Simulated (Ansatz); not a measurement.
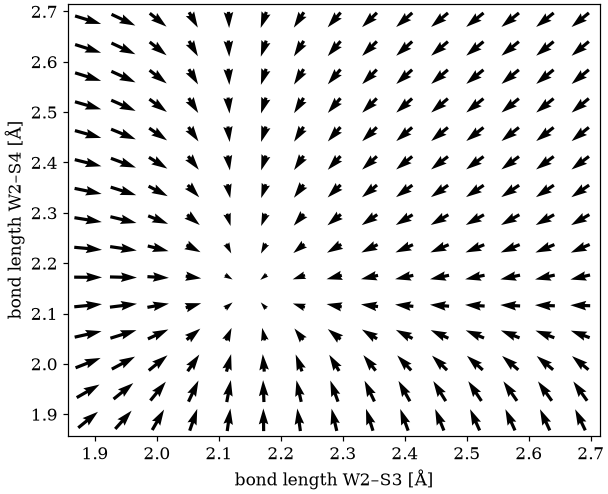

S₃W, SMILES [S]=[W](=[S])=[S]. First axis: bond length W2–S3. Second axis: bond length W2–S4. Nothing is relaxed (all other coordinates rigid). The grid has 15 × 15 points; 120 points were computed and 105 follow by symmetry. These are results of RKS PBE-D4/def2-TZVP in Ansatz 0.2.0, not measurements.

Drawn: arrows along the force (downhill), their lengths compressed.

The arrows alone are given. Where is the energy lowest?

Answer. The arrows converge at about bond length W2–S3 = 2.146 Å, bond length W2–S4 = 2.146 Å (read from the interpolated surface).

The energy map of the same scan:

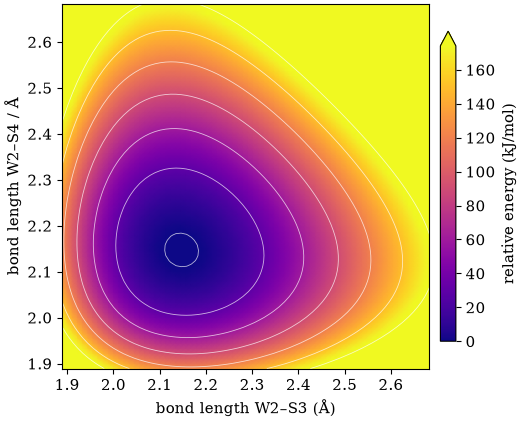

Energies are in kJ/mol, from the lowest grid point; between grid points the surface is interpolated.
